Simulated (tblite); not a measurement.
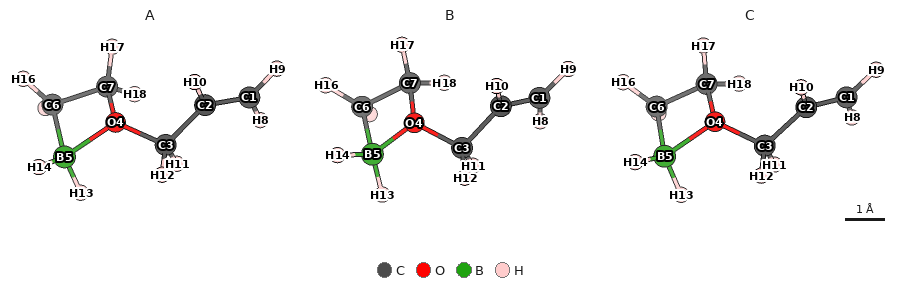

3 geometries from one relaxation of C5H11BO, in shuffled order. The picture is a ball-and-stick view, seen at a tilt.

Computed with tblite, GFN2-xTB geometry optimisation, gas phase. 

Order the frames from highest to lowest energy.

Answer. B, C, A. They are steps 0, 43, 102, at +20.6 kcal/mol, +0.44 kcal/mol relative to the last. Over 102 geometry steps the energy falls by 20.6 kcal/mol. The atom that moves furthest after the best rigid fit is an H atom (0.65 Å). Largest moves by element: H 0.65 Å, C 0.34 Å, B 0.22 Å, O 0.07 Å. Among the contacts that change: B–O 1.470 → 1.683 Å, C–O 1.379 → 1.439 Å, B–C 1.593 → 1.631 Å, B–H 1.218 → 1.180 Å. Bond angles that change, for instance: C–B–H 107.7° → 119.8°, O–B–H 119.2° → 107.8°, O–C–H 114.2° → 105.3°. Cost: 0.58 s on 1 thread of Arm Neoverse V1, on a shared host.
